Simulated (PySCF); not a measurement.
## Core-level calculation, with input and output: C4H4BFO

The run: core-level calculation of C4H4BFO, SMILES FBc1ccoc1. Method and program: delta-SCF UKS PBE, pcX-2 on the ionised atom, pcseg-1 elsewhere, spin-free X2C (PySCF 2.14.0).

Figures and captions count atoms from 1; the log counts them from 0 in places.

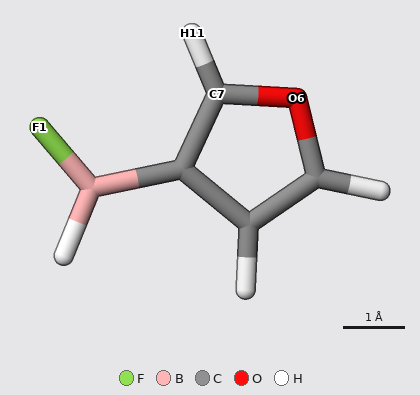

The input geometry (stick view, seen on its broad side; atoms are numbered from 1 in the order of the input). Bond lengths as drawn: B–C 1.53 Å, B–F 1.33 Å, B–H 1.21 Å, C–C 1.36 to 1.44 Å, C–H 1.09 Å and C–O 1.33 to 1.36 Å.

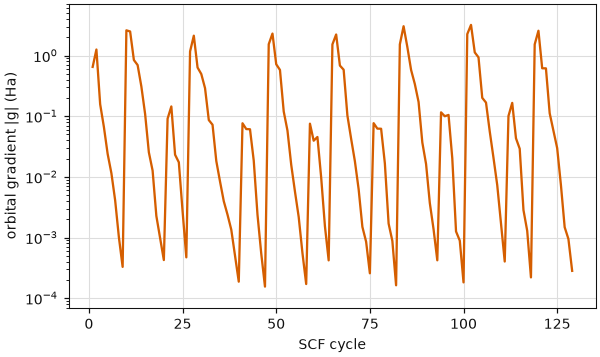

Convergence of the self-consistent field: orbital gradient |g| against the SCF cycle. All cycles printed in the log are drawn one after another.

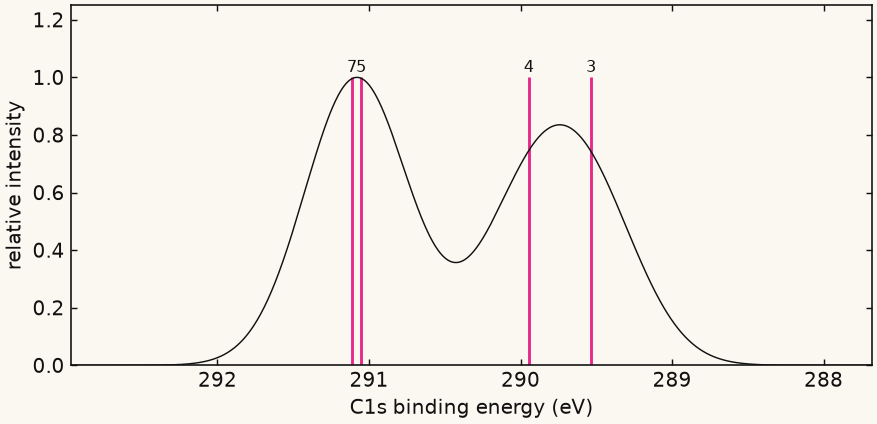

C1s binding energies by ΔSCF of the atoms computed, labelled by atom number, with a Gaussian envelope of 0.8 eV full width. They run from 289.53 eV (atom 3) to 291.11 eV (atom 7).

These pictures come from the run below.

### Input
```
{"job": {"kind": "xps", "xc": "PBE"}, "charge": 0, "multiplicity": 1}
F     -2.826554     1.266938     0.813296
B     -2.073594     0.189834     0.614898
C     -0.546888     0.319135     0.695293
C      0.465197    -0.692417     0.516931
C      1.662981    -0.074775     0.681883
O      1.476966     1.243017     0.949142
C      0.161384     1.469333     0.955131
H     -2.645557    -0.850259     0.374766
H      0.302128    -1.744739     0.293450
H      2.695642    -0.410815     0.644067
H     -0.152306     2.491287     1.157601
```

The first line tells a small driver script what to run in PySCF; the rest is the geometry in Å.

Run as:
```bash
OMP_NUM_THREADS=1 python <driver script> task.json out
```

### The program's output
```
ground state, core basis on atom 0 (F), 149 functions
  cycle   1  E = -354.49077619  |g| = 6.51e-01
  cycle   2  E = -354.28607650  |g| = 1.26e+00
  cycle   3  E = -354.56866435  |g| = 1.58e-01
  cycle   4  E = -354.57348574  |g| = 6.63e-02
  cycle   5  E = -354.57431426  |g| = 2.39e-02
  cycle   6  E = -354.57441113  |g| = 1.15e-02
  cycle   7  E = -354.57443844  |g| = 4.11e-03
  cycle   8  E = -354.57444399  |g| = 1.01e-03
  cycle   9  E = -354.57444448  |g| = 3.28e-04
  E(ground) = -354.57455446 Eh
hole in F 1s of atom 0
  cycle   1  E = -328.25028462  |g| = 2.61e+00
[... 10 cycles left out ...]
  E(ion) = -329.15760652 Eh   <S^2> = 0.7540   hole on atom = 1.000   binding energy = 691.630 eV
ground state, core basis on atom 1 (B), 149 functions
[... 6 cycles left out ...]
  E(ground) = -354.52231594 Eh
hole in B 1s of atom 1
[... 14 cycles left out ...]
  E(ion) = -347.30850050 Eh   <S^2> = 0.8803   hole on atom = 1.000   binding energy = 196.298 eV
ground state, core basis on atom 2 (C), 149 functions
[... 7 cycles left out ...]
  E(ground) = -354.52718502 Eh
hole in C 1s of atom 2
[... 11 cycles left out ...]
  E(ion) = -343.88698971 Eh   <S^2> = 0.7629   hole on atom = 1.000   binding energy = 289.534 eV
ground state, core basis on atom 3 (C), 149 functions
[... 6 cycles left out ...]
  E(ground) = -354.52731022 Eh
hole in C 1s of atom 3
[... 11 cycles left out ...]
  E(ion) = -343.87202875 Eh   <S^2> = 0.7648   hole on atom = 1.000   binding energy = 289.945 eV
ground state, core basis on atom 4 (C), 149 functions
[... 7 cycles left out ...]
  E(ground) = -354.52912343 Eh
hole in C 1s of atom 4
[... 11 cycles left out ...]
  E(ion) = -343.83316403 Eh   <S^2> = 0.7659   hole on atom = 1.000   binding energy = 291.052 eV
ground state, core basis on atom 5 (O), 149 functions
[... 7 cycles left out ...]
  E(ground) = -354.55296438 Eh
hole in O 1s of atom 5
[... 11 cycles left out ...]
  E(ion) = -334.72722200 Eh   <S^2> = 0.7569   hole on atom = 1.000   binding energy = 539.486 eV
ground state, core basis on atom 6 (C), 149 functions
[... 7 cycles left out ...]
  E(ground) = -354.52912821 Eh
hole in C 1s of atom 6
[... 1 cycle left out ...]
  cycle   2  E = -341.25365329  |g| = 2.57e+00
  cycle   3  E = -343.64596741  |g| = 6.18e-01
  cycle   4  E = -343.64779873  |g| = 6.16e-01
  cycle   5  E = -343.82631858  |g| = 1.12e-01
  cycle   6  E = -343.82942888  |g| = 5.78e-02
  cycle   7  E = -343.83049046  |g| = 2.98e-02
  cycle   8  E = -343.83093777  |g| = 7.35e-03
  cycle   9  E = -343.83096448  |g| = 1.48e-03
  cycle  10  E = -343.83096556  |g| = 9.46e-04
  cycle  11  E = -343.83096493  |g| = 2.82e-04
  E(ion) = -343.83095796 Eh   <S^2> = 0.7683   hole on atom = 1.000   binding energy = 291.112 eV
```

### Results in brief

- outcome: converged
- hardware: 1 CPU thread, shared host
- wall time: 30 s
- peak memory: 0.56 GiB

The core-hole state is spin-contaminated.
